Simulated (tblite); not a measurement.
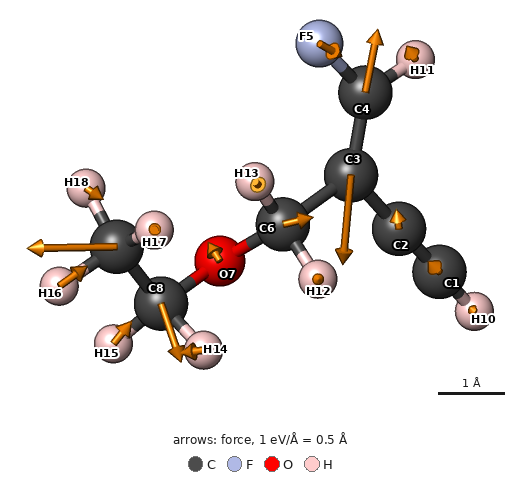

Starting geometry of C7H9FO with the computed forces as orange arrows. The picture is a ball-and-stick view, seen from a free direction.

All numbers below come from tblite, GFN2-xTB geometry optimisation, gas phase. 

### Is this structure relaxed? If not, where do the atoms go?

It isn't relaxed: the largest force vector, on C atoms, is 2.95 eV/Å. The final displacements have little in common with the starting forces (cosine between the two patterns 0.18). After 108 geometry steps the energy has fallen by 0.540 eV. The largest move after the best rigid fit is that of the F atom, 0.40 Å. By element the largest moves are F 0.40 Å, H 0.39 Å, C 0.30 Å, O 0.27 Å. Among the contacts that change: C–H 1.139 → 1.087 Å, C–C 1.458 → 1.414 Å, C–C 1.494 → 1.528 Å, C–C 1.297 → 1.331 Å. Among the angles between lasting bonds that change: C–O–C 106.1° → 114.7°, O–C–H 111.7° → 104.4°, O–C–H 103.7° → 109.9°. The run took 0.67 s on 1 thread of Arm Neoverse V1, with other jobs on the host.
